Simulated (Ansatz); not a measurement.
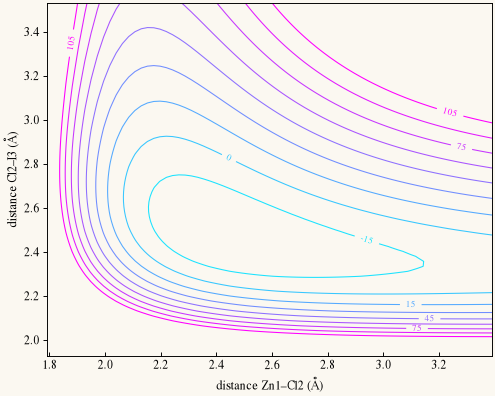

Energy landscape of the system Zn + ClI. The first coordinate is: distance Zn1–Cl2; the second: distance Cl2–I3. Nothing is relaxed (the angle Zn1–Cl2–I3 is fixed at 180 degrees). Grid: 12 × 12 points. Points are written as (first, second). All energies are given in kJ/mol relative to Zn far from the relaxed ClI (each part in its own basis). The reference is spin-restricted, so regions where a bond is pulled apart into radicals lie too high. The calculation used Ansatz 0.2.0, RKS PBE0-D4/def2-TZVPD.

In the figure: contour lines labelled in kJ/mol (none above 105). Between grid points the surface is interpolated. 

Q: What does the map say about the system?

A: The lowest grid point is at (2.366 Å, 2.502 Å), −27 kJ/mol from Zn far from the relaxed ClI (each part in its own basis). No other kind of well shows on this grid. The highest grid point, (1.792 Å, 1.928 Å), lies 583 kJ/mol above the lowest.

Each point was launched as `ansatz run input.yaml --threads 1 --pin off --max-ram 2560MiB --backend cpu --events-out ev --progress --plain --runs-dir out`. Time for the 144 points that were run: 27 min on 1 thread of Arm Neoverse V2 (shared host).
